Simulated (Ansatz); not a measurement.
# MoS2 (R3m): topological invariants

Aim: the topological invariants of the filled bands of MoS2 (R3m), with spin–orbit coupling, and how they respond to volume.

Computed with Ansatz 0.2.0 (DFT PBE with spin–orbit coupling, plane waves, PAW, unless a step's input says otherwise).

6 further runs of the same task are left out: 2 that didn't finish, 4 set aside as unsound or not needed. Runs told in other sessions of the task aren't counted.

## (1) The starting structure

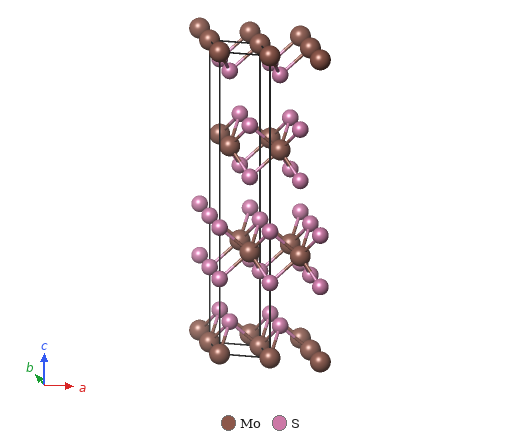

The starting structure, seen slightly off an axis (molybdenum brown, sulfur pink). 2×2×1 cells are drawn. Atoms on the faces are drawn again on the opposite ones. The cell drawn here is the conventional one.

Structure file:

```xyz
3
Lattice="1.5810 0.9128 6.1275 -1.5810 0.9128 6.1275 0.0000 -1.8255 6.1275" Properties=species:S:1:pos:R:3 pbc="T T T"
Mo    0.0000    0.0000    0.0001
S     0.0000    0.0000   13.8180
S     0.0000    0.0000   10.6912
```

Origin of the cell: volume kept, shape and atoms relaxed. At PBE, without spin–orbit coupling, an earlier run found 2.95 GPa for this cell of 17.685 Å³/atom (12×12×12 mesh), mesh gap 0.90 eV, no moment left.

## (2) Spin-orbit coupling: topological invariants

input.yaml reads:

```yaml
crystal:
  lattice:
    - [1.580962695, 0.9127692375, 6.1274902416]
    - [-1.580962695, 0.9127692375, 6.1274902416]
    - [0.0, -1.8255384751, 6.1274902416]
  atoms:
    - { symbol: Mo, position: [6.3122e-06, 6.3122e-06, 6.3122e-06] }
    - { symbol: S, position: [0.751693915, 0.751693915, 0.751693915] }
    - { symbol: S, position: [0.5815997728, 0.5815997728, 0.5815997728] }
basis:
  ecutwfc: 420
  ecutrho_ratio: 4
kpoints:
  mp_grid: { grid: [8, 8, 8] }
hamiltonian:
  xc: pbe
scf:
  occupations: { method: gaussian, width: 0.05 }
output:
  forces: true
  stress: true
  eigenvalues: true
  populations: true
  topological_invariants: true
magnetization:
  noncollinear: true
  spin_orbit: true
```

The run is started by

```console
> ansatz run input.yaml --threads 4 --pin off --max-ram 9216MiB --backend cpu --events-out ev --progress --plain --runs-dir out
```

Output, shortened:

```text
Warning: RAYON_NUM_THREADS=4 ignored (pool sized by the plan → 4); use --threads N
[...]
band count auto-derived: 40 (N_el = 26.0; filled up to band 26; 34 without output.topological_invariants, output.pair_interaction, output.eigenstates.de_dk, output.active_space.bands or, under a hybrid functional, output.transmission)
[...]
Pseudopotentials: kind: paw_fr
Pseudopotential: Mo, paw_fr, valence charge 14, recommended cutoff 420 eV (normal), Mo.paw.azcp#standard-fr
Pseudopotential: S, paw_fr, valence charge 6, recommended cutoff 420 eV (normal), S.paw.azcp#standard-fr
Functional definition: PBE
[...]
non-collinear run that drives no moment, with spin-orbit: no starting moment large enough to seed its density (crystal.atoms[].spin), no starting occupations that ask for one, no magnetisation constraint and no magnetic field, so the semilocal B_xc is pinned to zero
Crystal: 3 atoms, lattice volume = 53.054 Å³
Basis set: ecut = 420 eV, 1011 PW (Γ), FFT grids on a1−a3, a2−a3, a3, exchange–correlation on 48×48×90 points (8 copies of the dense FFT grid, shifted against one another)
Bands: 40, of which v1, the nominal top of the filled ones, is band 26 counted from 1 (25 counted from 0)
Symmetry: 6 space group operations + 6 with time reversal
Magnetic group: BNS 160.66 (UNI 1296), of the structure as read, at distance tolerance 3.8e-5 Å
k-points: 65 of 512 (time reversal used)
Projection manifold: j_resolved (fully-relativistic pseudo-atomic orbitals)
[...]
NSCF: frozen V_eff on 60 k-points
SCF converged after 10 iterations
Magnetization: |M| = 0.0000 μB,  M = (+0.0000, +0.0000, +0.0000) μB
Absolute magnetization: 0.0000 μB (∫|m|)
  site 0: m = (+0.0000, +0.0000, +0.0000) μB, |m| = 0.0000 μB  (R = 0.99 Å)
  site 1: m = (+0.0000, +0.0000, +0.0000) μB, |m| = 0.0000 μB  (R = 0.99 Å)
  site 2: m = (+0.0000, +0.0000, +0.0000) μB, |m| = 0.0000 μB  (R = 0.99 Å)
Free energy (F): -6763.939768 eV
[...]
E sigma→0 (E₀):  -6763.939768 eV
Fermi energy:    11.580294 eV
[...]
--- Forces (eV/Å), atoms counted from 1 ---
  atom   1  Mo     0.00000000    -0.00000000     0.00039295
  atom   2  S     -0.00000000    -0.00000000     0.00010025
  atom   3  S      0.00000000     0.00000000    -0.00052890
[...]
--- Stress (GPa, compression-positive) ---
        2.959258       0.000000      -0.000000
        0.000000       2.959258      -0.000000
       -0.000000      -0.000000       2.968093
  P = ⅓ Tr σ = 2.9622 GPa (29.622 kbar)
--- Band table (eV; the first three rows and the last of 65) ---
[...]
--- Löwdin populations: 3 sites ---
  site symbol       q [e]
     0     Mo     13.6844
     1      S      6.0562
     2      S      6.0602
  spilling = 0.007662 (of n_electrons = 26.000000)
--- Topological invariants of the lowest 26 bands, as many as the electrons (of this functional, at the state reached) ---
  Z2 = 0;(000)
  bands 26 and 27 are separated throughout the zone, as estimated from the states at the SCF's k-points
  smallest direct gap kept (no minimum is searched for): 1.7198 eV, known to 3.0e-4 eV, at k = (0.1296, 0.4954, 0.8125) in reciprocal vectors
  plane       ν
  k1 = 0      0
  k1 = 1/2    0
  k2 = 0      0
  k2 = 1/2    0
  k3 = 0      0
  k3 = 1/2    0
```

Wall time 1.7 min (4 threads of Intel Xeon at 2.50GHz (Skylake/Cascade Lake), shared host); peak memory 0.88 GiB.

In short: volume 17.685 Å³/atom, pressure 2.96 GPa, gap on the mesh 0.96 eV.

Invariants of the lowest 26 bands, plane by plane:

```
axis   plane  result  index
  b1  centre      z2      0
  b1    face      z2      0
  b2  centre      z2      0
  b2    face      z2      0
  b3  centre      z2      0
  b3    face      z2      0
```

## (3) Volume × 1.05, atoms carried along

input.yaml: that of step 2 with these lines changed.

```diff
@@ -2,5 +2,5 @@
   lattice:
-    - [1.580962695, 0.9127692375, 6.1274902416]
-    - [-1.580962695, 0.9127692375, 6.1274902416]
-    - [0.0, -1.8255384751, 6.1274902416]
+    - [1.6068847235, 0.9277353276, 6.227958758]
+    - [-1.6068847235, 0.9277353276, 6.227958758]
+    - [0.0, -1.8554706553, 6.227958758]
   atoms:
```

The run is started by

```console
> ansatz run input.yaml --threads 4 --pin off --max-ram 9216MiB --backend cpu --events-out ev --progress --plain --runs-dir out
```

Output, shortened:

```text
Warning: RAYON_NUM_THREADS=4 ignored (pool sized by the plan → 4); use --threads N
[...]
band count auto-derived: 40 (N_el = 26.0; filled up to band 26; 34 without output.topological_invariants, output.pair_interaction, output.eigenstates.de_dk, output.active_space.bands or, under a hybrid functional, output.transmission)
[...]
[... 4 set-up lines as earlier in the session ...]
[...]
non-collinear run that drives no moment, with spin-orbit: no starting moment large enough to seed its density (crystal.atoms[].spin), no starting occupations that ask for one, no magnetisation constraint and no magnetic field, so the semilocal B_xc is pinned to zero
Crystal: 3 atoms, lattice volume = 55.706 Å³
[...]
  atom   2  S     -0.00000000     0.00000000    -0.72687469
  atom   3  S      0.00000000    -0.00000000     0.72684824
[...]
--- Stress (GPa, compression-positive) ---
       -3.686298       0.000000       0.000000
        0.000000      -3.686298       0.000000
        0.000000       0.000000      -4.406891
  P = ⅓ Tr σ = -3.9265 GPa (-39.265 kbar)
--- Band table (eV; the first three rows and the last of 65) ---
[...]
--- Löwdin populations: 3 sites ---
  site symbol       q [e]
     0     Mo     13.6445
     1      S      6.0799
     2      S      6.0834
  spilling = 0.007392 (of n_electrons = 26.000000)
--- Topological invariants of the lowest 26 bands, as many as the electrons (of this functional, at the state reached) ---
  Z2 = 0;(000)
  bands 26 and 27 are separated throughout the zone, as estimated from the states at the SCF's k-points
  smallest direct gap kept (no minimum is searched for): 1.6005 eV, known to 1.0e-3 eV, at k = (0.1296, 0.4954, 0.8125) in reciprocal vectors
  plane       ν
  k1 = 0      0
  k1 = 1/2    0
  k2 = 0      0
  k2 = 1/2    0
  k3 = 0      0
  k3 = 1/2    0
```

It took 1.8 min on 4 threads of Intel Xeon at 2.50GHz (Skylake/Cascade Lake), shared host; peak memory 0.89 GiB.

Read off: volume 18.569 Å³/atom, pressure -3.93 GPa, mesh gap 0.99 eV.

Invariants of the lowest 26 bands, plane by plane:

```
axis   plane  result  index
  b1  centre      z2      0
  b1    face      z2      0
  b2  centre      z2      0
  b2    face      z2      0
  b3  centre      z2      0
  b3    face      z2      0
```

## (4) Volume × 0.96, atoms carried along

input.yaml: that of step 3 with these lines changed.

```diff
@@ -2,5 +2,5 @@
   lattice:
-    - [1.6068847235, 0.9277353276, 6.227958758]
-    - [-1.6068847235, 0.9277353276, 6.227958758]
-    - [0.0, -1.8554706553, 6.227958758]
+    - [1.559595715, 0.9004330059, 6.0446761677]
+    - [-1.559595715, 0.9004330059, 6.0446761677]
+    - [0.0, -1.8008660118, 6.0446761677]
   atoms:
```

The run is started by

```console
> ansatz run input.yaml --threads 4 --pin off --max-ram 9216MiB --backend cpu --events-out ev --progress --plain --runs-dir out
```

Output, shortened:

```text
Warning: RAYON_NUM_THREADS=4 ignored (pool sized by the plan → 4); use --threads N
[...]
band count auto-derived: 40 (N_el = 26.0; filled up to band 26; 34 without output.topological_invariants, output.pair_interaction, output.eigenstates.de_dk, output.active_space.bands or, under a hybrid functional, output.transmission)
[...]
[... 4 set-up lines as earlier in the session ...]
[...]
non-collinear run that drives no moment, with spin-orbit: no starting moment large enough to seed its density (crystal.atoms[].spin), no starting occupations that ask for one, no magnetisation constraint and no magnetic field, so the semilocal B_xc is pinned to zero
Crystal: 3 atoms, lattice volume = 50.932 Å³
[...]
  atom   2  S      0.00000000     0.00000000     0.69296009
  atom   3  S     -0.00000000    -0.00000000    -0.69384241
[...]
--- Stress (GPa, compression-positive) ---
        9.722645       0.000000       0.000000
        0.000000       9.722645       0.000000
        0.000000       0.000000      10.430889
  P = ⅓ Tr σ = 9.9587 GPa (99.587 kbar)
--- Band table (eV; the first three rows and the last of 65) ---
[...]
--- Löwdin populations: 3 sites ---
  site symbol       q [e]
     0     Mo     13.7199
     1      S      6.0351
     2      S      6.0395
  spilling = 0.007904 (of n_electrons = 26.000000)
--- Topological invariants of the lowest 26 bands, as many as the electrons (of this functional, at the state reached) ---
  Z2 = 0;(000)
  bands 26 and 27 are separated throughout the zone, as estimated from the states at the SCF's k-points
  smallest direct gap kept (no minimum is searched for): 1.8239 eV, known to 6.2e-4 eV, at k = (0.1296, 0.4954, 0.8125) in reciprocal vectors
  plane       ν
  k1 = 0      0
  k1 = 1/2    0
  k2 = 0      0
  k2 = 1/2    0
  k3 = 0      0
  k3 = 1/2    0
```

Wall time 95 s (4 threads of Intel Xeon at 2.50GHz (Skylake/Cascade Lake), shared host); peak memory 0.85 GiB.

Read off: volume 16.977 Å³/atom, pressure 9.96 GPa, mesh gap 0.94 eV.

Invariants of the lowest 26 bands, plane by plane:

```
axis   plane  result  index
  b1  centre      z2      0
  b1    face      z2      0
  b2  centre      z2      0
  b2    face      z2      0
  b3  centre      z2      0
  b3    face      z2      0
```

## (5) Summary of results

| quantity | value |
| --- | --- |
| invariants, volume × 1 | (0;000) |
| invariants, volume × 0.96 | (0;000) |
| invariants, volume × 1.05 | (0;000) |

What this shows: The Z2 indices are (0;000): topologically trivial. The same holds at the other volumes. The band order is that of a semilocal functional. No dispersion term is included, so distances between weakly bound layers or units are the least certain numbers.
